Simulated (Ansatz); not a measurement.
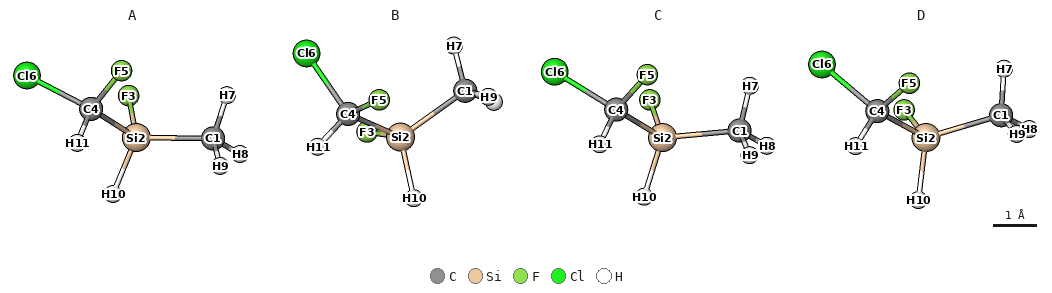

4 geometries from a converged minimum-energy path of C$_{2}$H$_{5}$ClF$_{2}$Si, shuffled. A ball-and-stick model, seen at a tilt.

Method: Ansatz, RHF/def2-SVP. Settings: 9 movable images; climbing image; force threshold 0.05 eV/Å; iteration limit 60; starting path by image-dependent pair potential.

Which of them lies highest in energy?

D. In order along the path, whose images run from 0 to 10: B (image 2, +4.7 kJ/mol), D (image 5, +13.8 kJ/mol), C (image 7, +11.1 kJ/mol), A (image 8, +8.7 kJ/mol). The motion is a rotation about the Si2–C4 bond by about 115°. No bond forms or breaks between the ends. Bond angles that change up to the highest image, for instance: F3–Si2–C4 105.7° → 108.9°.
